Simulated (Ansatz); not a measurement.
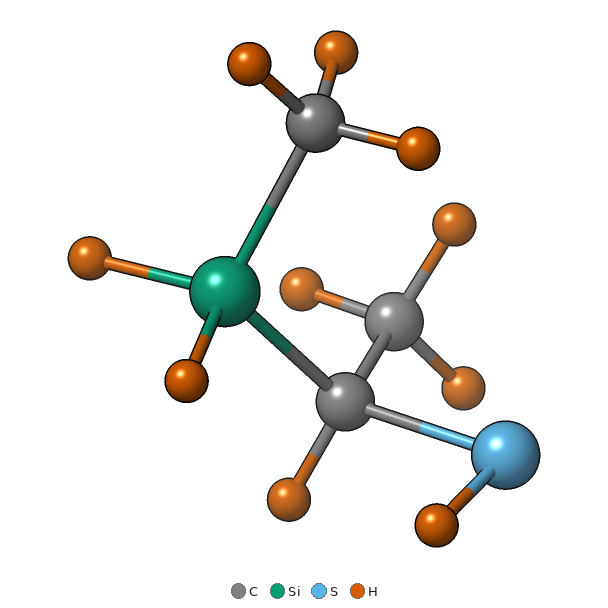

The computed structure is the end point of a PBE-D4/def2-SVP optimisation. No frequency run is at hand to confirm it as a minimum.

Give the structural formula.

SMILES: C[SiH2][C@@H](C)S

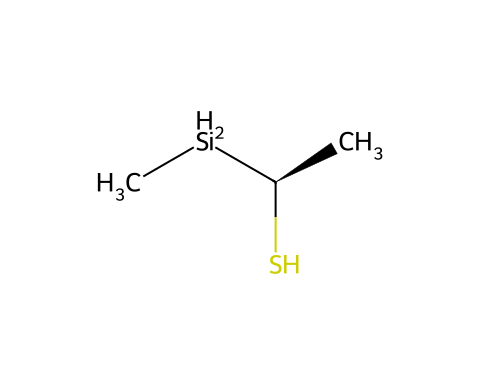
